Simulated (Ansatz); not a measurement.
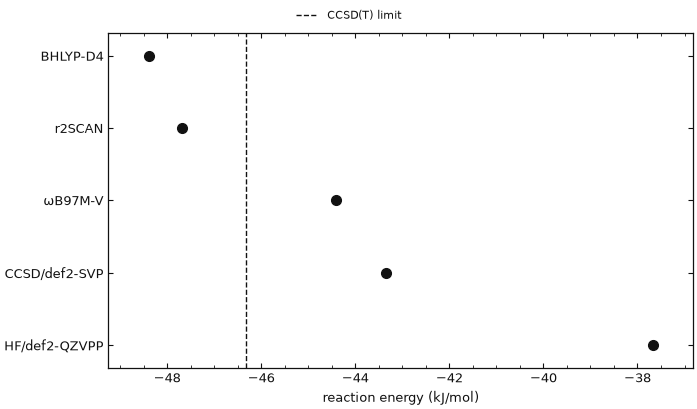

Electronic reaction energy of AlBN₂H₆ ([BH2][Al]([NH2])[NH2]) + Si₂H₆ ([SiH3][SiH3]) → AlSi₂N₂H₉ ([NH2][Al]([NH2])[SiH2][SiH3]) + BH₃ (B) (SMILES in brackets) at several levels (functionals in def2-TZVPP unless a basis is named), isolated molecules at PBE0-D4 triple-zeta geometries, minima by their frequencies, no zero-point or thermal terms, the Ansatz code 0.2.0. The line is frozen-core CCSD(T) at the basis limit (MP2 extrapolated from triple and quadruple zeta, plus CCSD(T) less MP2 in a smaller set). No dispersion term is added to r2SCAN. The distance of CCSD/def2-SVP to the limit includes basis error.

Question: What do zero-point energy and temperature add?

Answer: Zero-point change 0.1 kJ/mol; at 298.15 K and 1 bar the CCSD(T) limit plus thermal terms gives an enthalpy of reaction of −43.6 and a free energy of −45.2 kJ/mol (harmonic PBE0-D4 modes, ideal gas).

Question: Which level comes closest to the line (CCSD(T) limit), and which misses most?

Answer: Closest r2SCAN (−47.7 kJ/mol), against −46.3 kJ/mol; farthest HF/def2-QZVPP (−37.7 kJ/mol).

Known limits of this run: one conformer of each flexible molecule.
